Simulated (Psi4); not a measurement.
# HfCl4 (hafnium tetrachloride): M06-L/def2-SVP (core potential)

What is the vertical singlet–triplet gap of HfCl4 (hafnium tetrachloride) at M06-L/def2-SVP (core potential)? 

The results are computed with Psi4 1.11.

7 further runs of the same task are left out: 6 that didn't finish, 1 set aside as unsound or not needed. Runs told in other sessions of the task aren't counted.

## 1. Starting point

The species is HfCl4 (5 atoms), meant as a singlet with charge 0. SMILES: `[Cl][Hf]([Cl])([Cl])[Cl]`. The shape is that of a PBE0-D4/def2-TZVP optimisation.

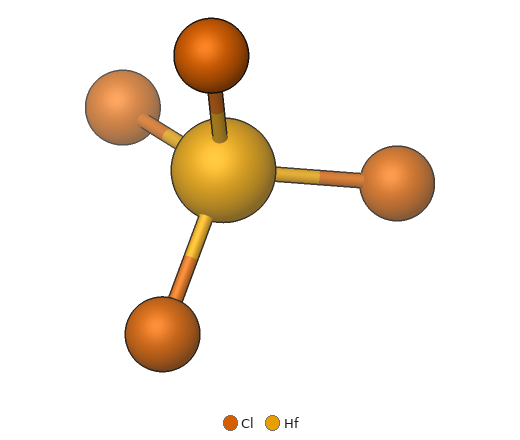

The structure, seen from a chosen angle (chlorine orange, hafnium amber).

## 2. The energy at M06-L/def2-SVP (core potential)

The input, cl4hf.xyz:

```xyz
5
Cl4Hf
Cl    -0.049920    -0.218520     2.307050
Hf     0.000120    -0.000030     0.000030
Cl     1.506260    -1.521760    -0.888040
Cl    -2.112190    -0.411630    -0.860750
Cl     0.655730     2.151940    -0.558290
```

The input, job.py:

```python
import psi4

psi4.set_memory(2200000000)
psi4.set_num_threads(1)
psi4.core.set_output_file('cl4hf.out', False)

with open('cl4hf.xyz') as f:
    atoms = ''.join(f.readlines()[2:])
m = psi4.geometry('0 1\n' + atoms + 'symmetry c1\nno_reorient\nno_com')

options = {'basis': 'def2-SVP', 'puream': True, 'e_convergence': 1e-09, 'd_convergence': 1e-08, 'scf_type': 'pk', 'dft_radial_points': 99, 'dft_spherical_points': 590}
psi4.set_options(options)

result, w = psi4.energy("m06-l", return_wfn=True)
print(f'm06-l energy: {result:.10f} Eh')
for k, v in sorted(psi4.core.scalar_variables().items()):
    print(f'{k:45s} {v:18.10f}')
```

Started as:

```console
$ python job.py
```

cl4hf.out:

```text
[...]
    !!!  WARNING: ECP capability is in beta. Please check occupations closely.  !!!
[...]
  Running in c1 symmetry.
[...]
  Nuclear repulsion =  428.719924123806152
[...]
  Multiplicity = 1
[...]
  Nalpha       = 40
  Nbeta        = 40
[...]
    Number of basis functions: 104
[...]
   @RKS iter   1: -1888.52947084869015   -3.24363e-01   4.26467e-03 DIIS/ADIIS
[...]
   @RKS iter  11: -1888.62296812344425   -1.61435e-11   6.55422e-09 DIIS
[...]
    Orbital Energies [Eh]
    ---------------------
    Doubly Occupied:
       1A   -101.157997     2A   -101.157964     3A   -101.157943
       4A   -101.157928     5A     -9.428451     6A     -9.428447
       7A     -9.428420     8A     -9.428414     9A     -7.135970
      10A     -7.135964    11A     -7.135940    12A     -7.135934
      13A     -7.133193    14A     -7.133191    15A     -7.133184
      16A     -7.133180    17A     -7.133161    18A     -7.133156
      19A     -7.133148    20A     -7.133144    21A     -2.495687
      22A     -1.358197    23A     -1.358195    24A     -1.358193
      25A     -0.803367    26A     -0.791355    27A     -0.791345
      28A     -0.791337    29A     -0.392231    30A     -0.372667
      31A     -0.372661    32A     -0.372655    33A     -0.356245
      34A     -0.356244    35A     -0.337875    36A     -0.337872
[...]
  @RKS Final Energy: -1888.62296812344425
   => Energetics <=
    Nuclear Repulsion Energy =            428.7199241238061518
    One-Electron Energy =               -3475.8703801095471135
    Two-Electron Energy =                1277.6927143555162729
    DFT Exchange-Correlation Energy =    -119.1652264932196488
    Empirical Dispersion Energy =           0.0000000000000000
    VV10 Nonlocal Energy =                  0.0000000000000000
    Total Energy =                      -1888.6229681234442523
[...]
 Multipole Moments:
 ------------------------------------------------------------------------------------
     Multipole            Electronic (a.u.)      Nuclear  (a.u.)        Total (a.u.)
 ------------------------------------------------------------------------------------
 L = 1.  Multiply by 2.5417464519 to convert [e a0] to [Debye]
 Dipole X            :          0.0011949           -0.0011338            0.0000610
 Dipole Y            :         -0.0002308            0.0002835            0.0000527
 Dipole Z            :          0.0003288           -0.0002835            0.0000454
 Magnitude           :                                                    0.0000925
[...]
```

The script printed:

```text
m06-l energy: -1888.6229681234 Eh
CURRENT ENERGY                                  -1888.6229681234
CURRENT REFERENCE ENERGY                        -1888.6229681234
DD SOLVATION ENERGY                                 0.0000000000
DFT FUNCTIONAL TOTAL ENERGY                     -1888.6229681234
DFT TOTAL ENERGY                                -1888.6229681234
DFT VV10 ENERGY                                     0.0000000000
DFT XC ENERGY                                    -119.1652264932
GRID ELECTRONS ALPHA                               39.9999995362
GRID ELECTRONS BETA                                39.9999995362
GRID ELECTRONS TOTAL                               79.9999990724
NUCLEAR REPULSION ENERGY                          428.7199241238
ONE-ELECTRON ENERGY                             -3475.8703801095
PCM POLARIZATION ENERGY                             0.0000000000
PE ENERGY                                           0.0000000000
SCF ITERATION ENERGY                            -1888.6229681234
SCF ITERATIONS                                     11.0000000000
SCF TOTAL ENERGY                                -1888.6229681234
TWO-ELECTRON ENERGY                              1277.6927143555
XC GRID RADIAL POINTS                              99.0000000000
XC GRID SPHERICAL POINTS                          590.0000000000
XC GRID TOTAL POINTS                           278603.0000000000
```

Run time: 13 s. Hardware: 1 thread of Intel Xeon 6975P-C (Granite Rapids), shared host; peak memory 1.1 GiB.

## 3. The triplet at the same level

The input, input.json:

```json
{
  "schema_name": "qcschema_input",
  "schema_version": 1,
  "molecule": {
    "schema_name": "qcschema_molecule",
    "schema_version": 2,
    "symbols": ["Cl", "Hf", "Cl", "Cl", "Cl"],
    "geometry": [-0.09433513, -0.41294295, 4.35969266, 0.00022677, -5.669e-05, 5.669e-05, 2.84641887, -2.87570963, -1.67815239, -3.99146062, -0.77786796, -1.62658176, 1.23915011, 4.06657724, -1.0550152],
    "molecular_charge": 0,
    "molecular_multiplicity": 3,
    "fix_symmetry": "c1",
    "fix_com": true,
    "fix_orientation": true
  },
  "driver": "energy",
  "model": {
    "method": "m06-l",
    "basis": "def2-SVP"
  },
  "keywords": {
    "reference": "uks",
    "puream": true,
    "e_convergence": 1e-09,
    "d_convergence": 1e-08,
    "scf_type": "pk",
    "dft_radial_points": 99,
    "dft_spherical_points": 590,
    "maxiter": 100
  }
}
```

Started as:

```console
$ psi4 --qcschema input.json -n 1 --memory 2200MB
```

stdout:

```text
[...]
    !!!  WARNING: ECP capability is in beta. Please check occupations closely.  !!!
[...]
  Running in c1 symmetry.
[...]
  Nuclear repulsion =  428.719924223727617
[...]
  Multiplicity = 3
[...]
  Nalpha       = 41
  Nbeta        = 39
[...]
    Number of basis functions: 104
[...]
   @UKS iter   1: -1888.28660486701574   -9.23722e-02   4.26795e-03 ADIIS/DIIS
[...]
   @UKS iter  30: -1888.40676843667870   -4.54747e-12   5.68463e-09 DIIS
[...]
   @S^2 Observed:                2.002415532E+00
[...]
    Orbital Energies [Eh]
    ---------------------
    Alpha Occupied:
       1A   -101.162242     2A   -101.162206     3A   -101.162193
       4A   -101.162184     5A     -9.432078     6A     -9.432073
       7A     -9.432057     8A     -9.432054     9A     -7.141216
      10A     -7.141204    11A     -7.141193    12A     -7.141182
      13A     -7.138098    14A     -7.138090    15A     -7.138082
      16A     -7.138070    17A     -7.136051    18A     -7.136043
      19A     -7.136024    20A     -7.136022    21A     -2.416843
      22A     -1.294886    23A     -1.289920    24A     -1.289911
      25A     -0.807263    26A     -0.795335    27A     -0.795329
      28A     -0.795000    29A     -0.385880    30A     -0.365861
      31A     -0.365853    32A     -0.364766    33A     -0.360200
      34A     -0.354093    35A     -0.344639    36A     -0.344632
[...]
  @UKS Final Energy: -1888.40676843667870
   => Energetics <=
    Nuclear Repulsion Energy =            428.7199242237276167
    One-Electron Energy =               -3476.2907361664874770
    Two-Electron Energy =                1278.3818400367717913
    DFT Exchange-Correlation Energy =    -119.2177965306905776
    Empirical Dispersion Energy =           0.0000000000000000
    VV10 Nonlocal Energy =                  0.0000000000000000
    Total Energy =                      -1888.4067684366787034
  UHF NO Occupations:
  HONO-2 :   39  A 1.9996771
  HONO-1 :   40  A 1.0000000
[...]
 Multipole Moments:
 ------------------------------------------------------------------------------------
     Multipole            Electronic (a.u.)      Nuclear  (a.u.)        Total (a.u.)
 ------------------------------------------------------------------------------------
 L = 1.  Multiply by 2.5417464519 to convert [e a0] to [Debye]
 Dipole X            :          0.0013594           -0.0011338            0.0002255
 Dipole Y            :         -0.0002519            0.0002836            0.0000317
 Dipole Z            :          0.0003672           -0.0002834            0.0000838
 Magnitude           :                                                    0.0002427
[...]
```

The result, in JSON:

```text
{
 "driver": "energy",
 "model": {
  "method": "m06-l",
  "basis": "def2-SVP"
 },
 "success": true,
 "return_result": -1888.4067684366787,
 "properties": {
  "calcinfo_nbasis": 104,
  "calcinfo_nmo": 104,
  "calcinfo_nalpha": 41,
  "calcinfo_nbeta": 39,
  "calcinfo_natom": 5,
  "nuclear_repulsion_energy": 428.7199242237276,
  "return_energy": -1888.4067684366787,
  "scf_one_electron_energy": -3476.2907361664875,
  "scf_two_electron_energy": 1278.3818400367718,
  "scf_xc_energy": -119.21779653069058,
  "scf_dipole_moment": [0.00022551784675561848, 3.169274011660672e-05, 8.376932498999068e-05],
  "scf_total_energy": -1888.4067684366787,
  "scf_iterations": 30
 }
}
```

Run time: 42 s. Hardware: 1 thread of Intel Xeon 6975P-C (Granite Rapids), shared host; peak memory 1.1 GiB.

## 4. What came out

At M06-L/def2-SVP (core potential):

```
                                        quantity           value
                           singlet: total energy  -1888.62297 Eh
                          singlet: dipole moment          0.00 D
                            singlet: HOMO energy        -8.75 eV
                            singlet: LUMO energy        -2.83 eV
                          singlet: HOMO–LUMO gap         5.92 eV
                           triplet: total energy  -1888.40677 Eh
                          triplet: dipole moment          0.00 D
     triplet: HOMO energy (highest over α and β)        -2.56 eV
                                   triplet: ⟨S²⟩           2.002
vertical energy of the triplet above the singlet        5.883 eV
```

What this shows: At this shape the triplet lies 5.88 eV (136 kcal/mol) above the singlet.
